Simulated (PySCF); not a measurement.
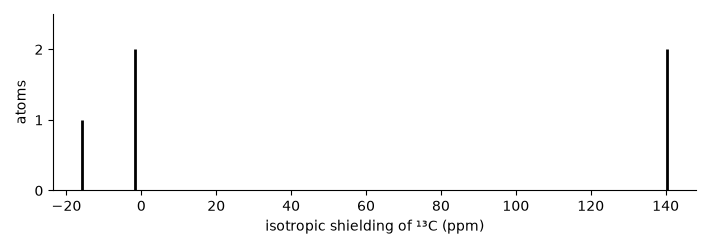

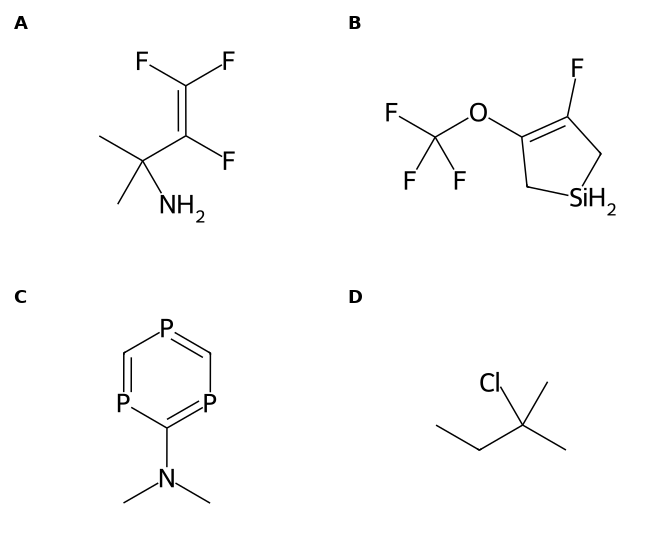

The sticks are computed shieldings of one of the molecules, for one fixed geometry (GFN2-xTB) without averaging over rotations. Low shielding means a high chemical shift. Method: GIAO PBE0/pcSseg-1 NMR shielding, non-relativistic, gas phase (PySCF 2.14.0).

Question: Match the spectrum to a structure.

Answer: C, `CN(C)c1pcpcp1`. Its 5 C atoms give lines at −15.7, −1.6 (2 atoms), 140.3 (2 atoms) ppm.

The geometry is semi-empirical. Around P, Si such bond lengths and angles can be off by a tenth of an ångström or more and by several degrees, and values that hang on the shape move with them.
